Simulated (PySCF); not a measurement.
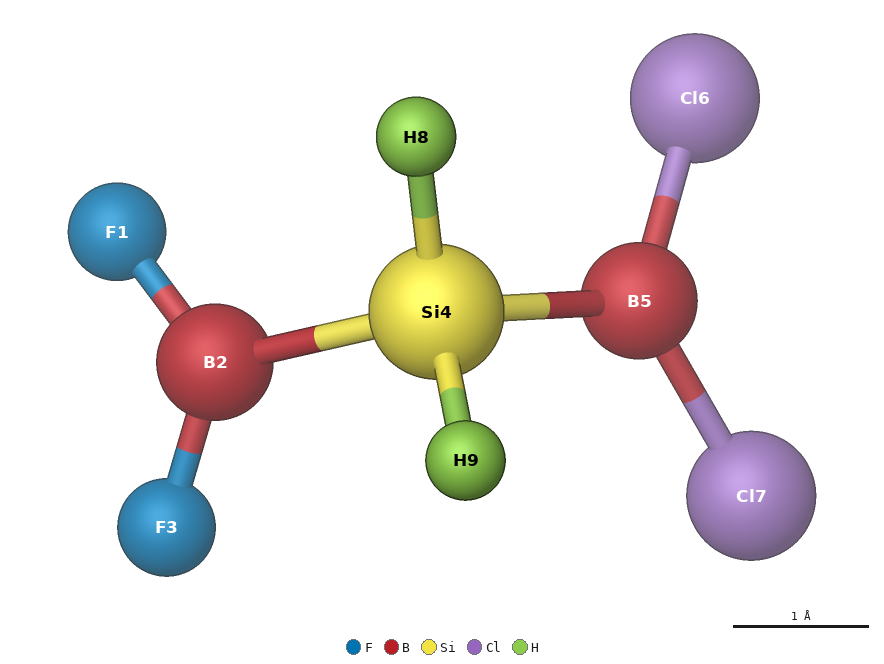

Orthographic view. Atoms fade into the background with distance from the viewer. Computed geometry: PBE0-D3(BJ)/def2-SVP optimisation. No frequency run is at hand to confirm it as a minimum.

Write a MOL file (V2000) with the atoms in numerical order, bonds sorted by atom number with the orders drawn, and coordinates in the frame of the picture: x right, y up, z towards the viewer, origin at the mean position.

```
B2Cl2F2H2Si
                    3D

  9  8  0  0  0  0  0  0  0  0999 V2000
   -2.3600    0.7000   -0.7700 F   0  0  0  0  0  0  0  0  0  0  0  0
   -1.6300   -0.2800   -0.2600 B   0  0  0  0  0  0  0  0  0  0  0  0
   -1.9900   -1.5100   -0.5600 F   0  0  0  0  0  0  0  0  0  0  0  0
    0.0200    0.1000    0.8700 Si  0  0  0  0  0  4  0  0  0  0  0  0
    1.5300    0.1800   -0.4800 B   0  0  0  0  0  0  0  0  0  0  0  0
    1.9500    1.6900   -1.2500 Cl  0  0  0  0  0  0  0  0  0  0  0  0
    2.3700   -1.2700   -0.9600 Cl  0  0  0  0  0  0  0  0  0  0  0  0
   -0.1300    1.4000    1.5800 H   0  0  0  0  0  0  0  0  0  0  0  0
    0.2400   -1.0100    1.8400 H   0  0  0  0  0  0  0  0  0  0  0  0
  1  2  1  0
  2  3  1  0
  2  4  1  0
  4  5  1  0
  4  8  1  0
  4  9  1  0
  5  6  1  0
  5  7  1  0
M  END
```
